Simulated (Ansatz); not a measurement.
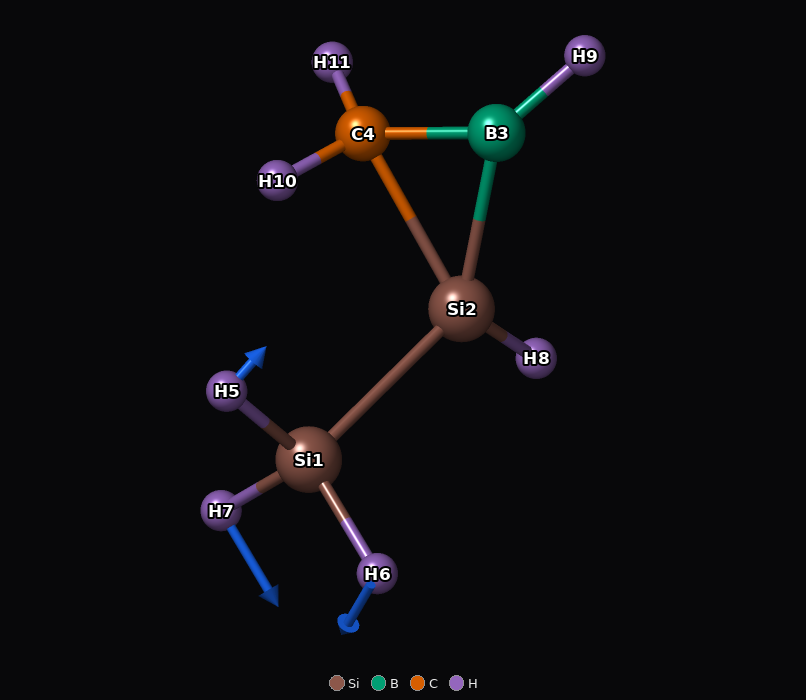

The arrows show one normal mode. Harmonic vibrations computed with RKS PBE0-D4/def2-TZVP (Ansatz 0.2.0) at a stationary point of the same level.

Q: Describe the motion.

A: Mostly H–Si–H bending.

Q: At what wavenumber does it lie?

A: 942 cm⁻¹; it is mode 17 of 27 counted from the lowest.
